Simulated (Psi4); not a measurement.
**[SiCl3]+ (SMILES Cl[Si+](Cl)Cl) at M06-2X/aug-cc-pVDZ**

What is the energy change on altering one bond length of [SiCl3]+ at M06-2X/aug-cc-pVDZ? 

Program for the calculation: Psi4 1.11.

9 further runs of the same task are left out: 8 that didn't finish, 1 set aside as unsound or not needed.

## Step 1: The system as given

[SiCl3]+ has 4 atoms, charge +1, and is taken as a singlet. SMILES: `Cl[Si+](Cl)Cl`. Geometry: relaxed at PBE0-D4/def2-TZVP.

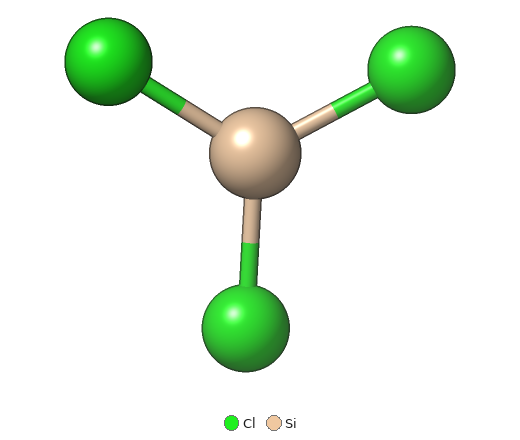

The structure, seen from a chosen angle (chlorine green, silicon light orange).

## Step 2: Energy and gradient at M06-2X/aug-cc-pVDZ

cl3si.xyz

```xyz
4
Cl3Si
Cl    -1.556000    -0.622300     0.990900
Si     0.000000    -0.000100    -0.000100
Cl     1.772000    -0.669600     0.449500
Cl    -0.216000     1.292000    -1.440300
```

run.py

```python
import psi4

psi4.set_memory(2200000000)
psi4.set_num_threads(1)
psi4.core.set_output_file('output.dat', False)

with open('cl3si.xyz') as f:
    atoms = ''.join(f.readlines()[2:])
geom = psi4.geometry('1 1\n' + atoms + 'symmetry c1\nno_reorient\nno_com')

psi4.set_options({
    'puream': True,
    'e_convergence': 1e-09,
    'd_convergence': 1e-08,
    'scf_type': 'pk',
    'dft_radial_points': 99,
    'dft_spherical_points': 590,
})

result, w = psi4.gradient("m06-2x/aug-cc-pVDZ", return_wfn=True)
print('gradient / Eh bohr^-1')
print(result.np.round(6))
print(f'energy = {w.energy():.10f} Eh')
```

The run is started by

```sh
python run.py
```

output.dat, cut to the lines that bear on the results:

```text
[...]
  Running in c1 symmetry.
[...]
  Nuclear repulsion =  330.127150927455659
[...]
  Multiplicity = 1
[...]
  Nalpha       = 32
  Nbeta        = 32
[...]
    Number of basis functions: 108
[...]
   @RKS iter   1: -1669.81017389366161    5.54029e-01   2.02692e-03 ADIIS/DIIS
[...]
   @RKS iter   9: -1669.83844534519062   -1.34150e-11   3.74218e-09 DIIS
[...]
    Orbital Energies [Eh]
    ---------------------
    Doubly Occupied:
       1A   -102.921857     2A   -102.921855     3A   -102.921849
       4A    -67.422315     5A    -10.068126     6A    -10.068119
       7A    -10.068114     8A     -7.788264     9A     -7.788263
      10A     -7.788257    11A     -7.783365    12A     -7.783364
      13A     -7.783359    14A     -7.782254    15A     -7.782251
      16A     -7.782247    17A     -5.938844    18A     -4.249513
      19A     -4.246296    20A     -4.246295    21A     -1.219856
      22A     -1.177750    23A     -1.177745    24A     -0.837917
      25A     -0.735409    26A     -0.735406    27A     -0.688663
      28A     -0.651258    29A     -0.651254    30A     -0.638914
      31A     -0.638910    32A     -0.616561
[...]
  @RKS Final Energy: -1669.83844534519062
   => Energetics <=
    Nuclear Repulsion Energy =            330.1271509274556593
    One-Electron Energy =               -2949.7467978379272608
    Two-Electron Energy =                 999.6802278363429650
    DFT Exchange-Correlation Energy =     -49.8990262710618993
    Empirical Dispersion Energy =           0.0000000000000000
    VV10 Nonlocal Energy =                  0.0000000000000000
    Total Energy =                      -1669.8384453451906211
[...]
 Multipole Moments:
 ------------------------------------------------------------------------------------
     Multipole            Electronic (a.u.)      Nuclear  (a.u.)        Total (a.u.)
 ------------------------------------------------------------------------------------
 L = 1.  Multiply by 2.5417464519 to convert [e a0] to [Debye]
 Dipole X            :          0.0000269            0.0000000            0.0000269
 Dipole Y            :         -0.0007168            0.0005669           -0.0001498
 Dipole Z            :         -0.0007314            0.0005669           -0.0001645
 Magnitude           :                                                    0.0002242
[...]
  -Total Gradient:
     Atom            X                  Y                   Z
    ------   -----------------  -----------------  -----------------
       1        0.011361358049     0.004547810444    -0.007231993694
       2        0.000005831284    -0.000009160844    -0.000011905093
       3       -0.012952654772     0.004887958962    -0.003270211561
       4        0.001642031343    -0.009451552962     0.010533427717
[...]
```

The script printed:

```text
gradient / Eh bohr^-1
[[ 1.1361e-02  4.5480e-03 -7.2320e-03]
 [ 6.0000e-06 -9.0000e-06 -1.2000e-05]
 [-1.2953e-02  4.8880e-03 -3.2700e-03]
 [ 1.6420e-03 -9.4520e-03  1.0533e-02]]
energy = -1669.8384453452 Eh
```

Wall time 2.7 min (1 thread of Intel Xeon Platinum 8259CL at 2.50GHz (Skylake/Cascade Lake), shared host); peak memory 1.1 GiB.

## Step 3: The distorted shape: a single-point energy at M06-2X/aug-cc-pVDZ

calc.dat

```
memory 2200 mb

molecule {
  1 1
  Cl    -1.523602    -0.816105     1.206918
  Si     0.032398    -0.193905     0.215918
  Cl     1.804398    -0.863405     0.665518
  Cl    -0.216000     1.292000    -1.440300
  symmetry c1
  no_reorient
  no_com
}

set {
  basis                aug-cc-pVDZ
  puream               true
  e_convergence        1e-09
  d_convergence        1e-08
  scf_type             pk
  dft_radial_points    99
  dft_spherical_points 590
}

e_tot, wfn = energy("m06-2x", return_wfn=True)
oeprop(wfn, "LOWDIN_CHARGES", "DIPOLE", "MULLIKEN_CHARGES", title="M06-2X")
```

The run is started by

```sh
psi4 -n 1 calc.dat calc.out
```

calc.out, cut to the lines that bear on the results:

```text
[...]
  Running in c1 symmetry.
[...]
  Nuclear repulsion =  315.293458268249083
[...]
  Multiplicity = 1
[...]
  Nalpha       = 32
  Nbeta        = 32
[...]
    Number of basis functions: 108
[...]
   @RKS iter   1: -1669.77118412614618    3.44650e-01   2.37437e-03 DIIS/ADIIS
[...]
   @RKS iter  11: -1669.81606984844279   -1.04592e-11   3.42656e-09 DIIS
[...]
  @RKS Final Energy: -1669.81606984844279
   => Energetics <=
    Nuclear Repulsion Energy =            315.2934582682490827
    One-Electron Energy =               -2920.1595618510264103
    Two-Electron Energy =                 984.9053074584861633
    DFT Exchange-Correlation Energy =     -49.8552737241516013
    Empirical Dispersion Energy =           0.0000000000000000
    VV10 Nonlocal Energy =                  0.0000000000000000
    Total Energy =                      -1669.8160698484425666
[...]
 Multipole Moments:
 ------------------------------------------------------------------------------------
     Multipole            Electronic (a.u.)      Nuclear  (a.u.)        Total (a.u.)
 ------------------------------------------------------------------------------------
 L = 1.  Multiply by 2.5417464519 to convert [e a0] to [Debye]
 Dipole X            :         -2.8377246            2.9387207            0.1009961
 Dipole Y            :         16.9746605          -17.5788749           -0.6042144
 Dipole Z            :        -18.9216950           19.5948801            0.6731851
 Magnitude           :                                                    0.9101942
[...]
  Mulliken Charges: (a.u.)
   Center  Symbol    Alpha    Beta     Spin     Total
       1    CL     8.48040  8.48040  0.00000  0.03920
       2    SI     6.47700  6.47700  0.00000  1.04599
       3    CL     8.48040  8.48040  0.00000  0.03921
       4    CL     8.56220  8.56220  0.00000 -0.12440
   Total alpha = 32.00000, Total beta = 32.00000, Total charge =  1.00000
  Lowdin Charges: (a.u.)
   Center  Symbol    Alpha    Beta     Spin     Total
       1    CL     8.32257  8.32257  0.00000  0.35487
       2    SI     6.95101  6.95101  0.00000  0.09797
[...]
```

It took 62 s on 1 thread of Intel Xeon Platinum 8259CL at 2.50GHz (Skylake/Cascade Lake), shared host; peak memory 1.1 GiB.

## Step 4: Outcome

Level: M06-2X/aug-cc-pVDZ.

```
                                                           quantity           value
                                          first shape: total energy  -1669.83845 Eh
                                           first shape: HOMO energy       -16.78 eV
                                           first shape: LUMO energy        -7.51 eV
                                         first shape: HOMO–LUMO gap         9.27 eV
                              first shape: largest force on an atom      0.733 eV/Å
                                      distorted shape: total energy  -1669.81607 Eh
                                       distorted shape: HOMO energy       -16.34 eV
                                       distorted shape: LUMO energy        -8.02 eV
                                     distorted shape: HOMO–LUMO gap         8.32 eV
energy change with the Si2–Cl4 bond stretched from 1.947 to 2.239 Å        0.609 eV
```

**Reading.** With the Si2–Cl4 bond stretched from 1.947 to 2.239 Å the energy rises by 0.61 eV (58.7 kJ/mol). The first shape isn't relaxed at this level, so the change isn't measured from a minimum. The largest force (first shape) is 0.73 eV/Å: the shape isn't a stationary point for this species at this level. Mulliken charges (distorted shape) run from -0.12 on Cl4 to +1.05 on Si2; in a basis this large or diffuse they mean little.
